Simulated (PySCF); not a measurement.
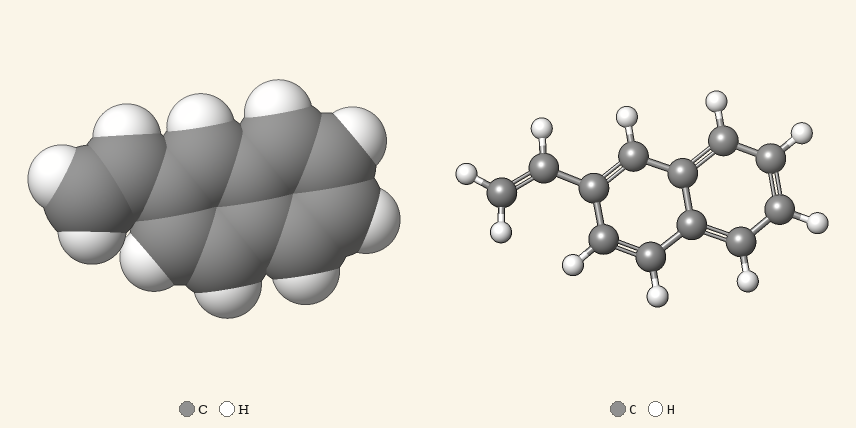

Two views of one molecule.

Computed geometry: PBE0-D3(BJ)/def2-SVP optimisation. No frequency run is at hand to confirm it as a minimum.

**Give the formula.**

C12H10, 22 atoms: 12 carbon and 10 hydrogen.

**Name functional groups in it.**

Among them: alkene.

**Does it have rings?**

Independent rings (smallest set): 2 of 6 members, 2 of them aromatic.

**Give a SMILES string for it.**

C=Cc1ccc2ccccc2c1

The parts below concern this one geometry. Atoms keep their numbers from picture to picture.

## Geometry

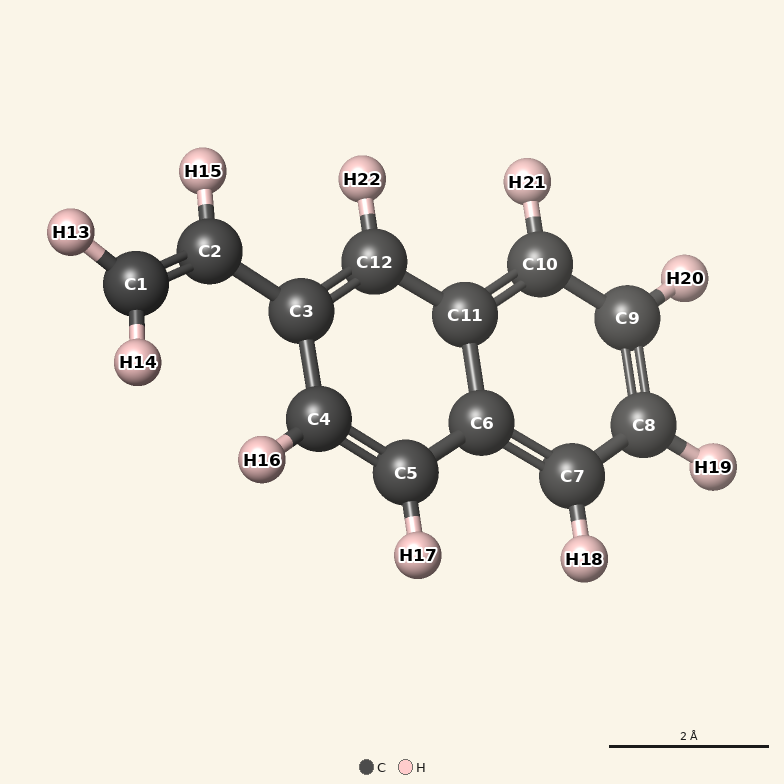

Atoms carry their numbers in the input. No frequency run is at hand to confirm it as a minimum.

Give these bond angles: C1–C2–H15, C2–C3–C4, C3–C12–C11, C6–C5–H17, C6–C7–C8, C6–C11–C12, C7–C8–C9, C8–C9–C10, C8–C9–H20, C9–C8–H19, C10–C9–H20, C11–C12–H22.

| angle | degrees |
| --- | --- |
| C1–C2–H15 | 118.2 |
| C2–C3–C4 | 122.4 |
| C3–C12–C11 | 122.1 |
| C6–C5–H17 | 118.7 |
| C6–C7–C8 | 120.7 |
| C6–C11–C12 | 118.9 |
| C7–C8–C9 | 120.3 |
| C8–C9–C10 | 120.3 |
| C8–C9–H20 | 119.6 |
| C9–C8–H19 | 119.7 |
| C10–C9–H20 | 120.0 |
| C11–C12–H22 | 118.5 |

## NMR shielding

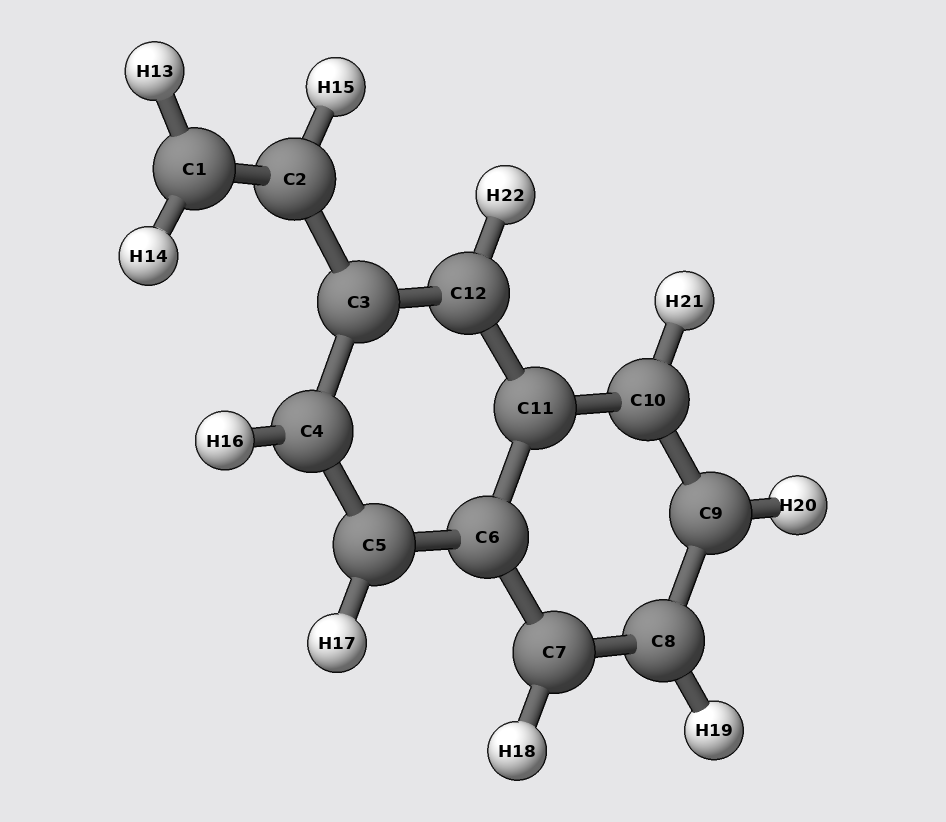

No frequency run is at hand to confirm it as a minimum. Properties computed with GIAO PBE0/pcSseg-1 NMR shielding, non-relativistic, IEF-PCM acetonitrile (PySCF 2.14.0). Principal shieldings σ11 ≤ σ22 ≤ σ33, span Ω = σ33 − σ11, skew κ = 3(σiso − σ22)/Ω.

Give the shielding tensors of the C atoms.

```csv
atom,σ11,σ22,σ33,σiso,Ω,κ
C1,−49.0,67.6,169.9,62.8,218.9,−0.07
C2,−74.6,52.7,140.7,39.6,215.3,−0.18
C3,−48.1,12.3,172.9,45.7,221.0,0.45
C4,−47.6,41.5,180.2,58.0,227.9,0.22
C5,−50.8,40.6,161.0,50.3,211.8,0.14
C6,−25.6,−20.4,190.2,48.1,215.8,0.95
C7,−50.9,39.3,163.4,50.6,214.3,0.16
C8,−57.1,36.9,175.8,51.8,232.9,0.19
C9,−57.8,37.0,175.9,51.7,233.8,0.19
C10,−51.9,39.3,162.4,50.0,214.3,0.15
C11,−24.7,−22.0,190.0,47.8,214.7,0.97
C12,−37.5,38.7,147.0,49.4,184.6,0.17
```

Shieldings and span in ppm.

## Bond orders

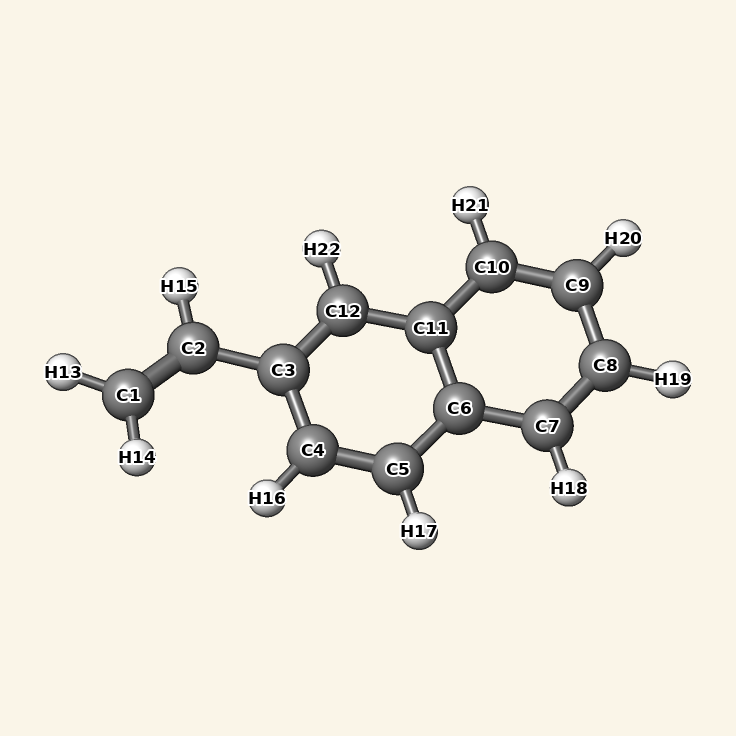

The thickness of each stick grows with its Mayer bond order. No frequency run is at hand to confirm it as a minimum. Level of theory: PBE0/pcSseg-1 in acetone (IEF-PCM) (PySCF 2.14.0).

**Which bond between heavy atoms has the highest Mayer bond order?**

C1–C2, 1.93, at a length of 1.339 Å.

List the Mayer bond orders of C1–C2, C2–C3, C3–C4, C3–C12, C4–C5, C5–C6, C6–C7, C6–C11, C7–C8, C8–C9, C9–C10, C10–C11, C11–C12 (bonds between heavy atoms, one of each equivalent set).

| bond | Mayer order | length (Å) |
| --- | --- | --- |
| C1–C2 | 1.93 | 1.339 |
| C2–C3 | 1.10 | 1.466 |
| C3–C4 | 1.26 | 1.425 |
| C3–C12 | 1.45 | 1.384 |
| C4–C5 | 1.59 | 1.370 |
| C5–C6 | 1.25 | 1.421 |
| C6–C7 | 1.28 | 1.416 |
| C6–C11 | 1.25 | 1.428 |
| C7–C8 | 1.54 | 1.377 |
| C8–C9 | 1.30 | 1.413 |
| C9–C10 | 1.54 | 1.376 |
| C10–C11 | 1.27 | 1.419 |
| C11–C12 | 1.26 | 1.416 |

## Ring current

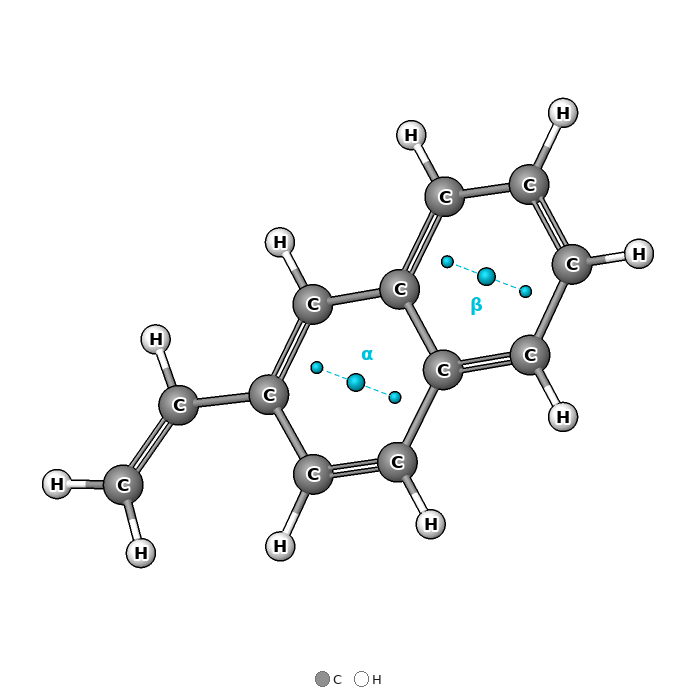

The small points mark where nucleus-independent chemical shifts (NICS) were computed: at the centre of each lettered ring and 1 Å above and below it. No frequency run is at hand to confirm it as a minimum. Method: GIAO PBE0/pcSseg-1 NMR shielding, non-relativistic, IEF-PCM acetonitrile (PySCF 2.14.0).

Give NICS(0), NICS(1) and the out-of-plane component NICS(1)zz for each ring (means of the two sides).

```csv
ring,members,NICS(0),NICS(1),NICS(1)zz
α,C6,−7.8,−11.0,−26.1
β,C6,−8.4,−11.6,−28.5
```

Values in ppm.

**What do the values say about the ring currents?**

Ring α: diatropic, as in an aromatic ring. Ring β: diatropic, as in an aromatic ring. NICS is one index among several.

## Charges

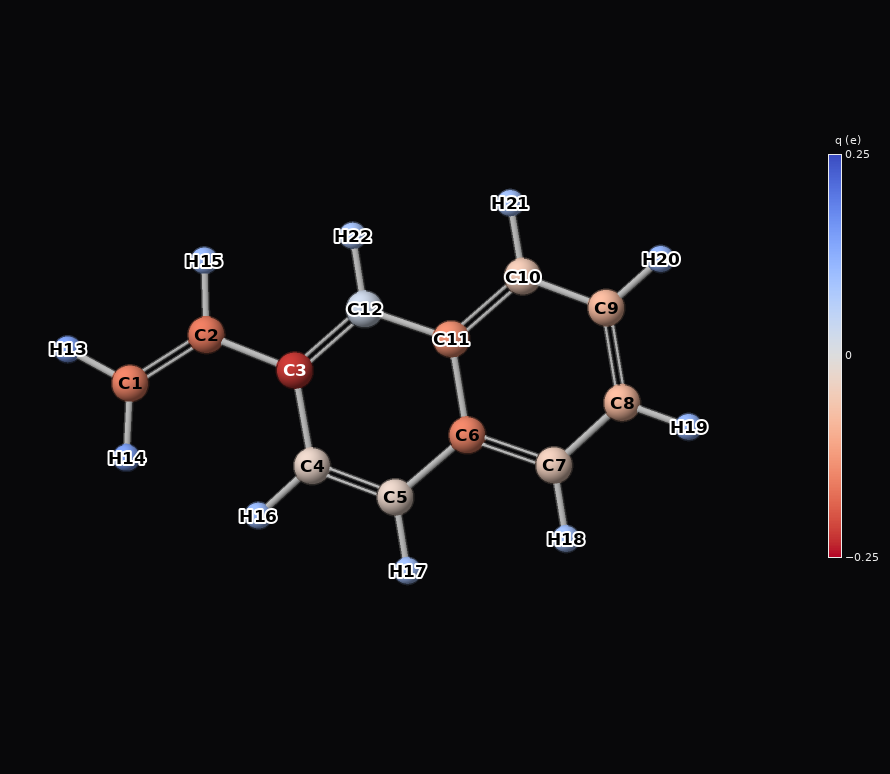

Atoms are coloured by their Mulliken charges. No frequency run is at hand to confirm it as a minimum. Properties computed with PBE0/pcSseg-1 in acetone (IEF-PCM) (PySCF 2.14.0).

**Which atom carries the highest charge (most positive or least negative)?**

H13, H14 (0.14 e).

**And the lowest?**

C3 (−0.22 e).

Give the Mulliken charges atom by atom.

```
atom  value (e)
  C1      −0.15
  C2      −0.16
  C3      −0.22
  C4      −0.03
  C5      −0.03
  C6      −0.15
  C7      −0.04
  C8      −0.08
  C9      −0.08
 C10      −0.05
 C11      −0.13
 C12       0.03
 H13       0.14
 H14       0.14
 H15       0.11
 H16       0.10
 H17       0.09
 H18       0.09
 H19       0.11
 H20       0.11
 H21       0.09
 H22       0.09
```

Mulliken values depend strongly on the basis set and can even reverse the polarity of a bond.
